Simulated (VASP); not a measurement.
Band structure of Pt (space group Im-3m). All values below come from r2SCAN meta-GGA, VASP's PBE PAW potentials (set 64) (plane waves; VASP 6.6.1).

Unless said otherwise, spin-orbit coupling is left out, though it shifts the bands of the heavy elements here.

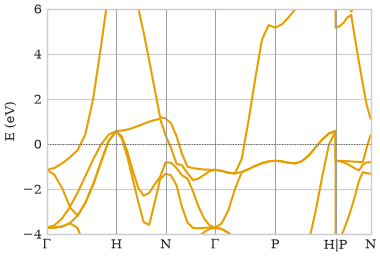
Bands along high-symmetry lines, zero at the valence-band maximum or, without a gap, the Fermi level

Task: Read the plot: is there a gap, and where are the band edges?

Result: It has no gap at this level: it comes out as a metal or semimetal.

The structure comes from a computed database's Pt entry (Im-3m); how it stands against other phases isn't given here. It was relaxed first.
